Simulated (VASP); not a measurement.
Input:

```
TaAs
1.0
    0.00000     2.86960     2.86960
    2.86960     0.00000     2.86960
    2.86960     2.86960     0.00000
Ta As
1 1
Direct
  0.00000   0.00000   0.00000
  0.25000   0.25000   0.25000
```

Level of theory: PBEsol GGA, VASP's PBE PAW potentials (set 64) (plane waves; VASP). Settings: 400 eV cut-off, 12×12×12 Γ-centred mesh, tetrahedra with Blöchl corrections, potentials Ta_pv As.

Unless said otherwise, spin-orbit coupling is left out, though it shifts the bands of the heavy elements here.

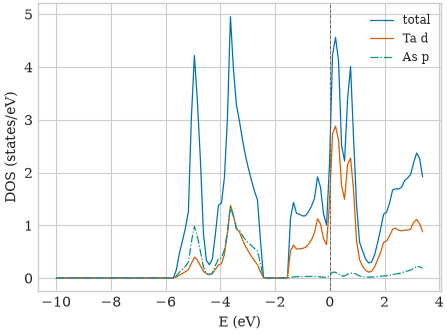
Figure: Total and projected density of states, zero at the Fermi level

Within 2 eV below the Fermi level the largest weight inside VASP's projection spheres is Ta d.

It has no gap at this level: it comes out as a metal or semimetal.

The structure was generated: TaAs was put into the zinc blende type (F-43m), which need not be its known phase. It was relaxed first, which changed the volume by -36 %.
